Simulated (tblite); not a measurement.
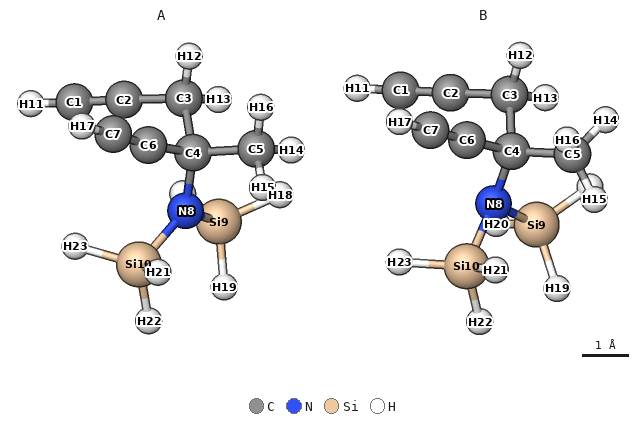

Two geometries of C$_{7}$H$_{13}$NSi$_{2}$, drawn at one scale. One is the start of a relaxation, the other its converged end. The picture is a ball-and-stick view, seen from a free direction.

These are results of GFN2-xTB geometry optimisation, gas phase in tblite 0.8.0, not measurements. 

### Which one is relaxed?

Structure A is the relaxed one. H16 moves most after the best rigid fit: 0.91 Å. By element the largest moves are H 0.91 Å, N 0.36 Å, C 0.28 Å, Si 0.15 Å. Some distances before and after: C6–Si10 2.904 → 2.818 Å, C4–N8 1.413 → 1.459 Å, C5–H14 1.132 → 1.087 Å, C4–C5 1.495 → 1.537 Å. Among the angles between lasting bonds that change: Si9–N8–Si10 113.3° → 123.1°, H19–Si9–H20 105.1° → 111.0°, C5–C4–N8 115.9° → 110.2°. Groups turn about C4–C5 by about 50°. After 87 geometry steps the energy has fallen by 14.9 kcal/mol.
